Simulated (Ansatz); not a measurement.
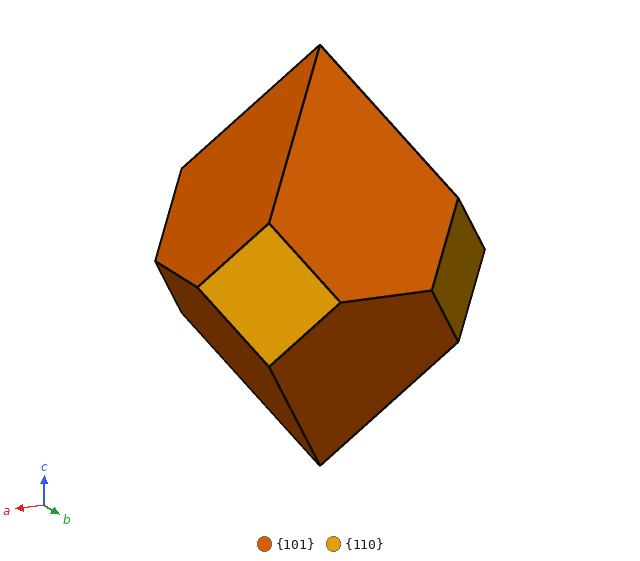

SiO₂, space group P4_12_12 (No. 92), a = 4.979 Å, b = 4.979 Å, c = 6.915 Å, α = 90.00°, β = 90.00°, γ = 90.00°. Crystal habit computed by the BFDH rule (growth rate of a face proportional to 1/d, systematic absences taken into account). This is a geometric estimate, not an energy calculation. Source: the end point of a relaxation with DFT, r2SCAN, plane waves, PAW (Ansatz 0.2.0). Forms under 0.4 % of the area are left out. Forms are taken in the Laue class: a face and its opposite count as one form.

Question: Which form makes up most of the surface, and how much?

Answer: {101}, with 8 faces and about 85 % of the area; its spacing is d = 4.041 Å.

Question: How many faces does the whole crystal have, by form?

Answer: 12 faces: 8 of {101} and 4 of {110}.

Question: List the forms with their spacings and shares.

Answer:
```
 form  faces  d (Å)  share of area (%)
{101}      8  4.041               85.1
{110}      4  3.521               14.9
```
